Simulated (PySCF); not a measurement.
Geometry relaxation, with input and output: Si2H5O

System: Si2H5O, multiplicity 2, SMILES [SiH2]O[SiH3].
Method: PBE0-D3(BJ)/def2-SVP geometry optimisation, gas phase (PySCF 2.14.0).

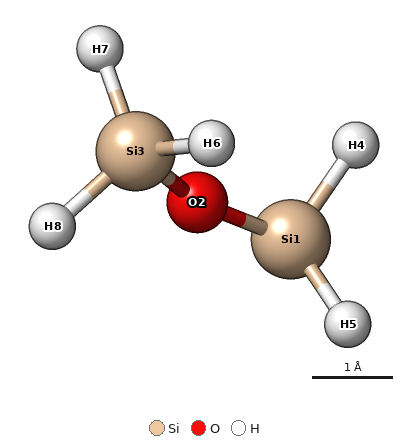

The structure as given in the input (ball-and-stick view, seen at a tilt; atoms are numbered from 1 in the order of the input). Bond lengths as drawn: H–Si 1.43 to 1.48 Å and O–Si 1.63 to 1.64 Å.

## The input
```
{"job": {"xc": "PBE0", "basis": "def2-SVP", "d3": "d3bj", "grid": 2, "kind": "geom", "shake": 0.01}, "charge": 0, "multiplicity": 2}
Si     1.806119    -0.048702    -0.567147
O      0.229430    -0.372177    -0.238940
Si    -1.315051    -0.226847     0.258576
H      1.862283     1.221025    -1.333882
H      2.517468    -0.031905     0.675132
H     -1.358864     0.824751     1.288472
H     -2.071475     0.137363    -0.909004
H     -1.623833    -1.532063     0.798893
```

The first line tells a small driver script what to run in PySCF; the rest is the geometry in Å.

Hardware: 1 CPU thread, shared host.

Command:
```bash
OMP_NUM_THREADS=1 python <driver script> task.json out
```

## What the program printed
```
step   0  E = -656.64497974  max force = 0.021538
step   1  E = -656.65188541  max force = 0.003602
step   2  E = -656.65208793  max force = 0.000761
step   3  E = -656.65210895  max force = 0.000435
step   4  E = -656.65211422  max force = 0.000422
optimisation converged
```

## Trajectory as extended XYZ (Å, eV, eV/Å), 5 frames, from step=0 to step=4
```
8
Properties=species:S:1:pos:R:3:forces:R:3 step=0 energy=-17868.22002
Si    1.8061   -0.0487   -0.5672   -0.7141  -0.3315  -1.0795
O     0.2294   -0.3722   -0.2389    0.8499  -0.0946  -0.2869
Si   -1.3151   -0.2268    0.2586    0.7353   0.1603   0.2917
H     1.8623    1.2210   -1.3339    0.2033   0.2947  -0.0656
H     2.5175   -0.0319    0.6751    0.8176   0.1687   1.1075
H    -1.3589    0.8247    1.2885   -0.2900   0.2771   0.3382
H    -2.0715    0.1374   -0.9090   -0.9349   0.2343  -0.7025
H    -1.6238   -1.5321    0.7989   -0.6672  -0.7090   0.3972
8
Properties=species:S:1:pos:R:3:forces:R:3 step=1 energy=-17868.40793
Si    1.8548   -0.0369   -0.5892    0.0435   0.1196  -0.1311
O     0.2729   -0.3676   -0.2559   -0.1852   0.0192   0.0751
Si   -1.3035   -0.2471    0.2430    0.0366   0.0120   0.0350
H     1.9893    1.2722   -1.3218   -0.0764  -0.0878  -0.0146
H     2.6485    0.0597    0.6731    0.0256  -0.0615   0.1296
H    -1.4292    0.8047    1.3005    0.0276  -0.0324  -0.0337
H    -2.1889    0.1071   -0.9019    0.0342   0.0474  -0.0717
H    -1.7732   -1.5516    0.7936    0.0941  -0.0165   0.0114
8
Properties=species:S:1:pos:R:3:forces:R:3 step=2 energy=-17868.41345
Si    1.8502   -0.0358   -0.5888    0.0363   0.0391  -0.0077
O     0.2686   -0.3639   -0.2527   -0.0299   0.0124   0.0270
Si   -1.3037   -0.2430    0.2440    0.0069  -0.0245  -0.0216
H     1.9672    1.2665   -1.3273   -0.0211  -0.0160  -0.0235
H     2.6391    0.0502    0.6844   -0.0043  -0.0293   0.0175
H    -1.4258    0.8054    1.3013   -0.0079   0.0003   0.0020
H    -2.1753    0.1173   -0.9126    0.0070   0.0178  -0.0026
H    -1.7496   -1.5559    0.7930    0.0129   0.0003   0.0089
8
Properties=species:S:1:pos:R:3:forces:R:3 step=3 energy=-17868.41402
Si    1.8504   -0.0329   -0.5873    0.0204  -0.0027  -0.0009
O     0.2687   -0.3603   -0.2491    0.0047   0.0185   0.0224
Si   -1.3040   -0.2428    0.2443    0.0012  -0.0173  -0.0202
H     1.9624    1.2645   -1.3341   -0.0056  -0.0015  -0.0051
H     2.6398    0.0452    0.6873   -0.0103  -0.0042  -0.0074
H    -1.4322    0.8034    1.3031   -0.0058   0.0013   0.0038
H    -2.1706    0.1216   -0.9152   -0.0012   0.0045   0.0059
H    -1.7440   -1.5580    0.7921   -0.0034   0.0015   0.0014
8
Properties=species:S:1:pos:R:3:forces:R:3 step=4 energy=-17868.41416
Si    1.8518   -0.0321   -0.5869   -0.0004  -0.0130  -0.0035
O     0.2701   -0.3575   -0.2457    0.0044   0.0168   0.0217
Si   -1.3038   -0.2431    0.2442    0.0019  -0.0086  -0.0127
H     1.9608    1.2632   -1.3372    0.0028   0.0027  -0.0005
H     2.6406    0.0446    0.6876   -0.0016   0.0041  -0.0065
H    -1.4375    0.8011    1.3047   -0.0005  -0.0006   0.0019
H    -2.1684    0.1238   -0.9158   -0.0023  -0.0008   0.0028
H    -1.7430   -1.5593    0.7904   -0.0043  -0.0006  -0.0032
```

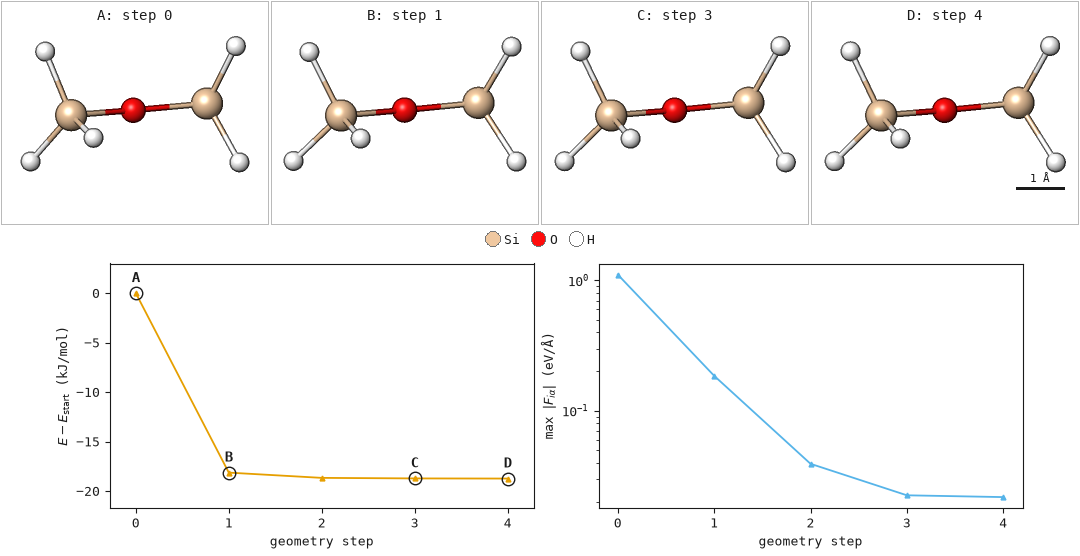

Frames of the relaxation (ball-and-stick view, seen at a tilt) above the curves, on which the letters mark them (steps are counted from 0).

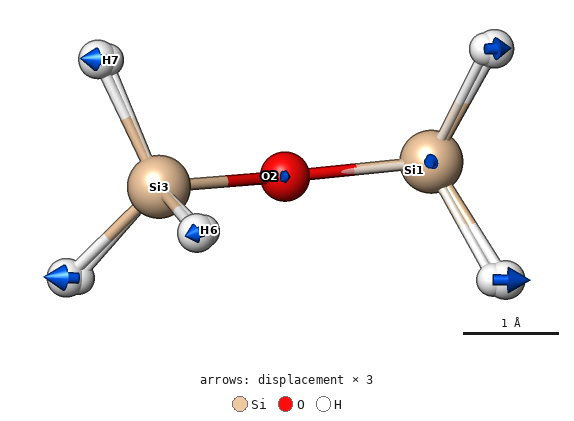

Start (faint) and end (solid) with the displacements as blue arrows, magnified 3 times (ball-and-stick view, seen at a tilt). The two geometries are laid on each other by the best rigid fit. The largest moves after the best rigid fit, 0.13 Å, are those of H5 and H8. By element the largest moves are H 0.13 Å, Si 0.05 Å, O 0.03 Å. Among the contacts that change: Si1–H5 1.432 → 1.501 Å, Si3–H7 1.438 → 1.493 Å, Si3–H8 1.446 → 1.491 Å, O2–Si3 1.629 → 1.652 Å. Among the angles that change: O2–Si3–H8 103.7° → 109.2°, H7–Si3–H8 114.8° → 109.3°, H4–Si1–H5 114.8° → 110.0°. Over 4 geometry steps the energy falls by 18.7 kJ/mol. The largest force component goes from 1.1 to 0.022 eV/Å. (Atoms are counted from 1 in the order of the input.)

## Results in brief

| quantity | value |
| --- | --- |
| outcome | converged |
| total energy | −656.652114 hartree |
| ⟨S²⟩ | 0.751 |
| dipole moment | 0.21 D |
| point group | C1 |
| wall time | 17 s |
| peak memory | 0.38 GiB |
